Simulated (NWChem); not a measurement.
**One shape, several levels: doublet [C2H4O2]−**

Wanted: a comparison of 4 runs (UHF/STO-3G, UHF/3-21G, UB3LYP/6-31G*) of doublet [C2H4O2]−. 

The results are computed with NWChem 7.3.0.

1 further run of the same task is left out (it didn't finish).

### 1 The system as given

[C2H4O2]− has 8 atoms, charge -1, and is taken as a doublet. SMILES of the parent species: `COC=O`. Geometry: relaxed at PBE0-D4/def2-TZVP. That shape belongs to the parent species and isn't relaxed for this state.

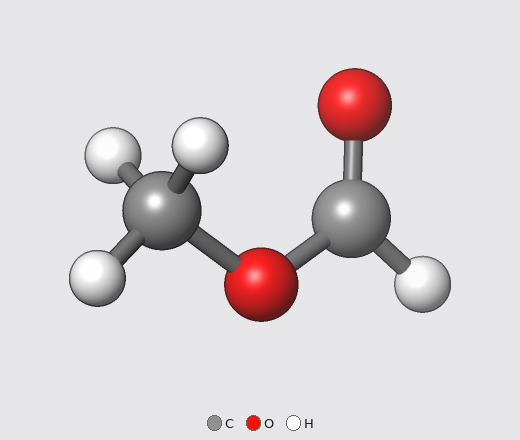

The structure, seen from a chosen angle (carbon grey, oxygen red, hydrogen white).

### 2 The energy at UHF/STO-3G (run 1)

Contents of geom.nw:

```
echo
start geom
title "C2H4O2 energy"
memory stack 880 mb heap 220 mb global 1100 mb
charge -1
geometry units angstroms noautosym nocenter noautoz
C     0.012500    1.014000   -0.113700
O     0.065700   -0.091700    0.787600
C     0.016500   -1.291800    0.216700
O    -0.066200   -1.504700   -0.957200
H    -0.916500    0.996100   -0.684900
H     0.062500    1.905400    0.506600
H     0.853900    0.981700   -0.806900
H     0.064000   -2.066100    0.996100
end
basis spherical bse
* library STO-3G
end
scf
nopen 1
uhf
thresh 1e-08
maxiter 80
end
task scf energy
```

Launch:

```console
$ nwchem geom.nw > geom.out
```

Standard output:

```text
[...]
  functions       =    24
[...]
  wavefunction    = UHF
[...]
         Total SCF energy =   -224.518258736444
      One electron energy =   -564.050013445885
      Two electron energy =    216.572880700433
 Nuclear repulsion energy =    122.958874009007
                       Sz =      0.5000
                 Sz(Sz+1) =      0.7500
                      S^2 =      0.7540
[...]
```

It took 2.6 s on 1 thread of Intel Xeon Platinum 8488C (Sapphire Rapids), shared host; peak memory 0.099 GiB.

### 3 The energy at UHF/3-21G (run 2)

Contents of test.nw:

```
start test
title "C2H4O2 hf"
memory stack 880 mb heap 220 mb global 1100 mb
charge -1
geometry units atomic noautosym nocenter noautoz
C      0.02362158     1.91618229    -0.21486186
O      0.12415501    -0.17328789     1.48834830
C      0.03118048    -2.44114821     0.40950365
O     -0.12509987    -2.84347090    -1.80884585
H     -1.73193399     1.88235619    -1.29427342
H      0.11810788     3.60068416     0.95733525
H      1.61363714     1.85514414    -1.52482001
H      0.12094247    -3.90436315     1.88235619
end
basis spherical bse
* library 3-21G
end
scf
doublet
uhf
thresh 1e-08
maxiter 80
print medium
end
task scf energy
```

Launch:

```console
$ nwchem test.nw > test.out
```

Standard output:

```text
[...]
  functions       =    44
[...]
  wavefunction    = UHF
[...]
         Total SCF energy =   -226.370019373280
      One electron energy =   -562.654086501108
      Two electron energy =    213.325202054566
 Nuclear repulsion energy =    122.958865073262
                       Sz =      0.5000
                 Sz(Sz+1) =      0.7500
                      S^2 =      0.7613
[...]
```

It took 3.6 s on 1 thread of Intel Xeon Platinum 8488C (Sapphire Rapids), shared host; peak memory 0.099 GiB.

Run 3 isn't shown in full; the table further down has it.

### 4 The energy at UB3LYP/6-31G(d) (Cartesian functions) (run 4)

Contents of job.nw:

```
start job
memory 2200 mb
charge -1

geometry noautosym nocenter noautoz
  C        0.012500       1.014000      -0.113700
  O        0.065700      -0.091700       0.787600
  C        0.016500      -1.291800       0.216700
  O       -0.066200      -1.504700      -0.957200
  H       -0.916500       0.996100      -0.684900
  H        0.062500       1.905400       0.506600
  H        0.853900       0.981700      -0.806900
  H        0.064000      -2.066100       0.996100
end

basis cartesian
  C library 6-31G*
  O library 6-31G*
  H library 6-31G*
end

dft
  xc b3lyp
  mult 2
  grid xfine
  convergence energy 1e-08
  maxiter 100
  mulliken
  print medium
end

task dft energy
```

Launch:

```console
$ nwchem job.nw > job.out
```

Standard output:

```text
[...]
          Wavefunction type:  spin polarized.
          No. of atoms     :     8
          No. of electrons :    33
[...]
          Charge           :    -1
          Spin multiplicity:     2
[...]
          AO basis - number of functions:    68
[...]
              XC Information
              --------------
                         B3LYP Method XC Potential
                     Hartree-Fock (Exact) Exchange  0.200
                        Slater Exchange Functional  0.800 local
                    Becke 1988 Exchange Functional  0.720 non-local
              Lee-Yang-Parr Correlation Functional  0.810
                  VWN I RPA Correlation Functional  0.190 local
[...]
 d= 0,ls=0.0,diis     1   -228.7769757491 -3.52D+02  1.63D-02  3.68D-01     3.7
[...]
 d= 0,ls=0.0,diis    12   -228.9454839123 -1.19D-09  1.76D-07  1.61D-10    63.6
[...]
         Total DFT energy =     -228.945483912339
      One electron energy =     -564.452376335517
           Coulomb energy =      242.446417142727
    Exchange-Corr. energy =      -29.898398728557
 Nuclear repulsion energy =      122.958874009007
[...]
      Total Density - Mulliken Population Analysis
     ---------------------------------------------
    Atom       Charge   Shell Charges
 -----------   ------   -------------------------------------------------------
    1 C    6     6.15   1.99  0.69  2.06  0.53  0.82  0.05
    2 O    8     8.44   1.99  0.89  2.94  0.93  1.67  0.02
    3 C    6     5.92   1.99  0.67  2.08  0.31  0.80  0.08
    4 O    8     8.63   1.99  0.87  2.94  1.01  1.84 -0.01
    5 H    1     0.92   0.54  0.38
    6 H    1     0.94   0.54  0.40
    7 H    1     0.92   0.54  0.38
    8 H    1     1.08   0.54  0.54
[...]
      <S2> =      0.7531 (Exact =     0.7500)
[...]
```

It took 64 s on 1 thread of Intel Xeon Platinum 8488C (Sapphire Rapids), shared host; peak memory 0.13 GiB.

### 5 Overview of the runs

| run | level | iteration cap | module | energy (Eh) | HOMO energy (eV) | LUMO energy (eV) | ⟨S²⟩ | wall time |
| --- | --- | --- | --- | --- | --- | --- | --- | --- |
| 1 | UHF/STO-3G | 80 | scf | -224.518259 | 6.58 | 22.01 | 0.754 | 2.6 s |
| 2 | UHF/3-21G | 80 | scf | -226.370019 | 2.57 | 12.73 | 0.761 | 3.6 s |
| 3 | UB3LYP/6-31G* (spherical functions) | 100 | dft | -228.940830 | 6.11 | 8.02 | 0.753 | 36 s |
| 4 | UB3LYP/6-31G* (Cartesian functions) | 100 | dft | -228.945484 | 6.09 | 8.01 | 0.753 | 64 s |

### 6 Outcome

| quantity | value |
| --- | --- |
| run 4: total energy | -228.94548 Eh |
| run 4: HOMO energy (highest over α and β) | 6.09 eV |
| run 4: LUMO energy (lowest over α and β) | 8.01 eV |
| run 4: ⟨S²⟩ | 0.753 |

In runs 1, 2, 3, 4 the HOMO lies above zero, so the outermost electron may be held by the basis alone. In run 1 the basis is minimal, so the values are rough. All runs together took 1.8 min, the longest 64 s.
